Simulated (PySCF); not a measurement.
# AlGeH4F (SMILES [F][GeH2][AlH2]): MP2/pcseg-2

Aim: the vertical singlet–triplet gap of AlGeH4F at MP2/pcseg-2, from 2 runs. 

Program for the calculation: PySCF 2.14.0.

**1. The system as given**

AlGeH4F has 7 atoms, charge 0, and is taken as a singlet. SMILES: `[F][GeH2][AlH2]`. Geometry: relaxed at PBE0-D4/def2-TZVP.

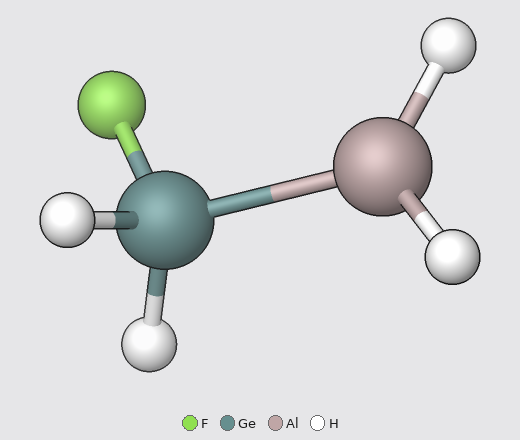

The structure, seen from a chosen angle (fluorine green, germanium teal, aluminium light grey, hydrogen white).

**2. The energy at MP2/pcseg-2**

Input file job.py:

```python
from pyscf import gto, scf, mp

molecule = gto.M(
    atom='''
F     -4.212577     0.161005     0.422354
Ge    -1.406145    -0.571831    -1.196575
Al     2.229499     0.701277     1.516883
H     -1.617795    -3.428152    -1.767839
H     -1.641038     0.842251    -3.741469
H      5.003428     0.235271     0.477723
H      1.760280     1.931489     4.202373
''',
    max_memory=1860,
    verbose=3,
    basis='pcseg-2',
    unit='bohr',
    charge=0,
)

mf = scf.RHF(molecule)
mf.conv_tol = 1e-10
mf.kernel()
if not mf.converged:
    mf = mf.newton().run(mf.mo_coeff, mf.mo_occ)

pt = mp.MP2(mf, frozen=15).run()
e_tot = pt.e_tot
print(f'total energy: {e_tot:.8f} hartree')
```

On the command line:

```bash
$ OMP_NUM_THREADS=1 python job.py
```

The log of the run:

```text
converged SCF energy = -2419.12791773085
E(RMP2) = -2419.64365688549  E_corr = -0.515739154636375
E(SCS-RMP2) = -2419.6427659869  E_corr = -0.514848256052536
total energy: -2419.64365689 hartree
```

Wall time 17 s (1 thread of Arm Neoverse V1, shared host); peak memory 0.99 GiB.

**3. The triplet, same level**

Changes to job.py since step 2:

```diff
@@ -2,3 +2,3 @@
 
-molecule = gto.M(
+mol = gto.M(
     atom='''
@@ -12,10 +12,11 @@
 ''',
+    charge=0,
+    basis='pcseg-2',
+    spin=2,
     max_memory=1860,
-    verbose=3,
-    basis='pcseg-2',
     unit='bohr',
-    charge=0,
+    verbose=4,
 )
 
-mf = scf.RHF(molecule)
+mf = scf.UHF(mol)
 mf.conv_tol = 1e-10
@@ -26,3 +27,3 @@
 pt = mp.MP2(mf, frozen=15).run()
-e_tot = pt.e_tot
-print(f'total energy: {e_tot:.8f} hartree')
+e_final = pt.e_tot
+print(f'total energy: {e_final:.8f} hartree')
```

On the command line:

```bash
$ OMP_NUM_THREADS=1 python job.py
```

The log of the run:

```text
PySCF version 2.14.0

[INPUT] num. atoms = 7
[INPUT] num. electrons = 58
[INPUT] charge = 0
[INPUT] spin (= nelec alpha-beta = 2S) = 2
[INPUT] symmetry False subgroup None
[INPUT] Mole.unit = bohr
[INPUT] Symbol           X                Y                Z      unit          X                Y                Z       unit  Magmom
[INPUT]  1 F     -2.229199747646   0.085200176844   0.223500111741 AA   -4.212577000000   0.161005000000   0.422354000000 Bohr   0.0
[INPUT]  2 Ge    -0.744099889249  -0.302599933698  -0.633200221157 AA   -1.406145000000  -0.571831000000  -1.196575000000 Bohr   0.0
[INPUT]  3 Al     1.179800062569   0.371099806942   0.802699915232 AA    2.229499000000   0.701277000000   1.516883000000 Bohr   0.0
[INPUT]  4 H     -0.856100245940  -1.814099913970  -0.935500111376 AA   -1.617795000000  -3.428152000000  -1.767839000000 Bohr   0.0
[INPUT]  5 H     -0.868399911854   0.445700035075  -1.979900130164 AA   -1.641038000000   0.842251000000  -3.741469000000 Bohr   0.0
[INPUT]  6 H      2.647700074079   0.124500051590   0.252800124732 AA    5.003428000000   0.235271000000   0.477723000000 Bohr   0.0
[INPUT]  7 H      0.931500060838   1.022099961943   2.223800023386 AA    1.760280000000   1.931489000000   4.202373000000 Bohr   0.0

[... 27 lines left out ...]
WARN: HOMO -0.0177363255609464 >= LUMO -0.249160609699496
[... 70 lines left out ...]
converged SCF energy = -2418.99064902912  <S^2> = 2.0122751  2S+1 = 3.0081723
[... 1 line left out ...]
******** <class 'pyscf.mp.ump2.UMP2'> ********
nocc = (np.int64(15), np.int64(13)), nmo = (148, 148)
frozen orbitals 15
E(UMP2) = -2419.4944515355  E_corr = -0.503802506384094
E(SCS-UMP2) = -2419.48896529174  E_corr = -0.498316262623518
E_corr(same-spin) = -0.12259239812007
E_corr(oppo-spin) = -0.381210108264024
total energy: -2419.49445154 hartree
```

Wall time 75 s (1 thread of Arm Neoverse V1, shared host); peak memory 1.4 GiB.

**4. Summary of results**

Level: MP2/pcseg-2, 15 core orbitals frozen.

```
                                                           quantity           value
                                              singlet: total energy  -2419.64366 Eh
                      singlet: dipole moment (Hartree–Fock density)          2.70 D
                       singlet: HOMO energy (Hartree–Fock orbitals)       -10.47 eV
                       singlet: LUMO energy (Hartree–Fock orbitals)         0.22 eV
                     singlet: HOMO–LUMO gap (Hartree–Fock orbitals)        10.68 eV
              singlet: correlation energy (15 core orbitals frozen)      -515.7 mEh
                                              triplet: total energy  -2419.49445 Eh
                      triplet: dipole moment (Hartree–Fock density)          3.10 D
triplet: HOMO energy (Hartree–Fock orbitals) (highest over α and β)        -6.38 eV
 triplet: LUMO energy (Hartree–Fock orbitals) (lowest over α and β)        -2.58 eV
              triplet: correlation energy (15 core orbitals frozen)      -503.8 mEh
                         triplet: ⟨S²⟩ of the reference determinant           2.012
                   vertical energy of the triplet above the singlet        4.060 eV
```

**Reading.** At this shape the triplet lies 4.06 eV (94 kcal/mol) above the singlet. Mulliken charges (singlet) of the mean-field density run from -0.56 on F1 to +0.89 on Al3; they depend strongly on the basis.
